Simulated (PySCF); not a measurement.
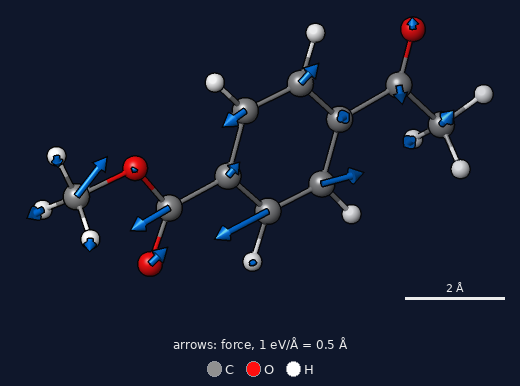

Starting geometry of C$_{10}$H$_{10}$O$_{3}$ with the computed forces as blue arrows. Style: ball-and-stick. Shown at a tilt.

The start comes from GFN2-xTB. Its atoms were then displaced at random by about 0.01 Å.

The calculation used PBE0-D3(BJ)/def2-SVP geometry optimisation, gas phase in PySCF 2.14.0, density-fitted response routines. 

Is this structure relaxed? If not, where do the atoms go?

It isn't relaxed: the largest force vector, on a C atom, is 2.72 eV/Å. The final displacements follow the starting forces only in part (cosine between the two patterns 0.37). An H atom moves most after the best rigid fit: 0.085 Å. Largest moves by element: H 0.085 Å, C 0.044 Å, O 0.037 Å. Among the contacts that change: C–C 1.344 → 1.390 Å, C–O 1.450 → 1.416 Å, C–H 1.074 → 1.100 Å, C–C 1.364 → 1.388 Å. Bond angles that change, for instance: H–C–H 111.6° → 108.3°, O–C–O 120.2° → 123.3°, C–C–H 115.5° → 118.4°. Over 11 geometry steps the energy falls by 17.9 kJ/mol. The run took 3.2 min on 2 threads of Intel(R) Xeon(R) Platinum 8375C CPU @ 2.90GHz, on a shared host.
